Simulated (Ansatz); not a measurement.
# CH$_{5}$FSSi: what the fields show

Input file:

```
crystal:
  periodic: [false, false, false]
  atoms:
    - {symbol: C, position_ang: [-0.299850, 0.239044, 0.487358]}
    - {symbol: F, position_ang: [-0.007087, 1.343338, 3.094995]}
    - {symbol: S, position_ang: [-1.310102, -1.485028, 3.028713]}
    - {symbol: Si, position_ang: [-1.037630, 0.466597, 2.181369]}
    - {symbol: H, position_ang: [0.629458, -0.349445, 0.545340]}
    - {symbol: H, position_ang: [-0.060217, 1.216164, 0.038430]}
    - {symbol: H, position_ang: [-1.002778, -0.286853, -0.177866]}
    - {symbol: H, position_ang: [-2.315626, 1.222652, 2.181951]}
    - {symbol: H, position_ang: [-2.013405, -1.049343, 4.099925]}
basis:
  gaussian: {orbitals: def2-TZVPD}
total_charge: 0
hamiltonian: {xc: {name: PBE0}}
output: {forces: true, orbitals: {seedname: orbitals}}
```

Command:

```sh
ansatz run input.yaml --threads 2 --pin off --max-ram 4350MiB --events-out events.jsonl --progress --plain --runs-dir runs
```

Geometry: B3LYP-D3(BJ)/def2-SVP.

Level of theory: Ansatz 0.2.0, isolated molecule in a Gaussian basis; Kohn-Sham density functional theory, functional PBE0.

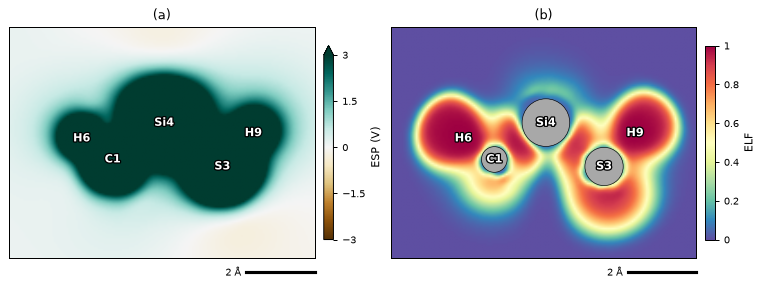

Figure 1. (a) electrostatic potential; (b) ELF on the plane of atoms Si4, C1 and H6. Grey discs cover the atomic cores in the ELF map.

### Read the bonding off the picture.

- The section cuts through C, S, Si and H sites.
- C–Si (1.86 Å): the ELF peaks at about 0.95 between the atoms (a covalent bond).
- Si–S (2.15 Å): the ELF peaks at about 0.90 between the atoms; a covalent bond.
- C–H (1.10 Å): the ELF climbs to about 1 towards the hydrogen, as it does in any bond to H; an ordinary covalent bond to hydrogen.
- S–H (1.35 Å): the ELF climbs to about 1 towards the hydrogen.
- The ELF also peaks beside S3, away from the bonds: lone-pair regions.
- The potential has no marked negative region in this plane.

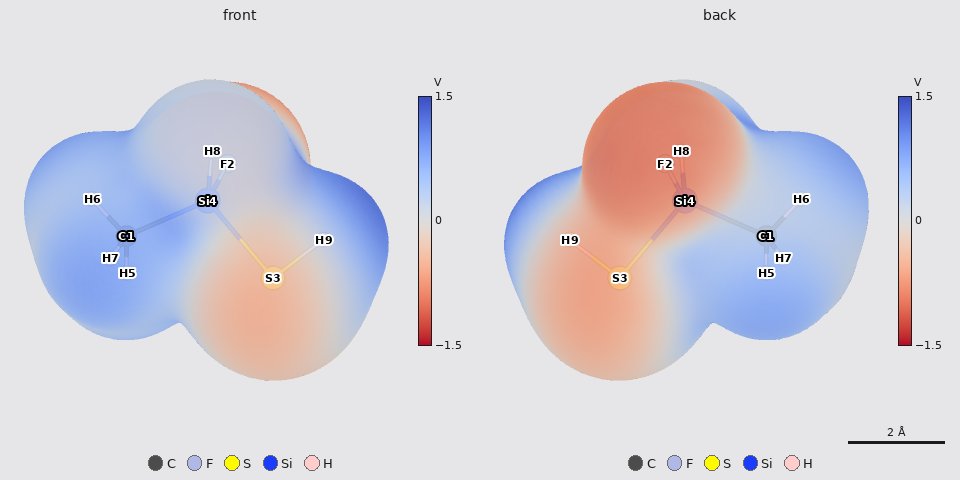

Figure 2. The electrostatic potential painted on the density surface at 0.001 e/bohr³, seen from the front and from behind; the colour scale runs from red (negative) to blue (positive).

### Where is the surface potential most negative and most positive?

The most negative region (about −1.0 V) lies over F2, the most positive (about +1.1 V) over H9.

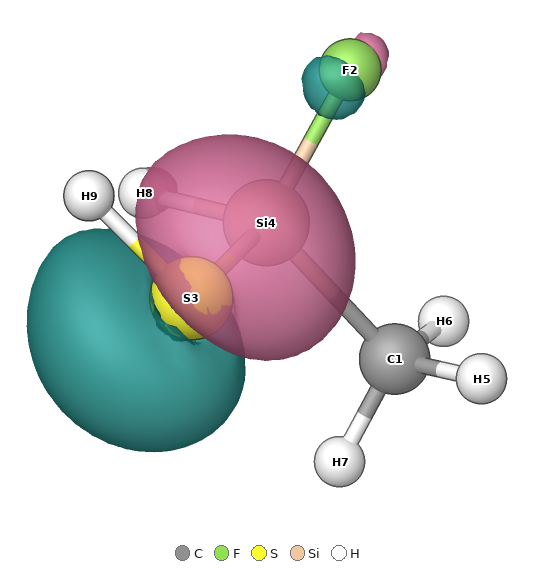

Figure 3. The HOMO at ±0.15 Å⁻³ᐟ² (teal and pink are the two phases), seen at an oblique angle.

### Describe this orbital and give its energy.

By Hirshfeld shares it lies mainly on S3 (about 85 %); largely a lone pair of S3. Its energy is −7.81 eV.
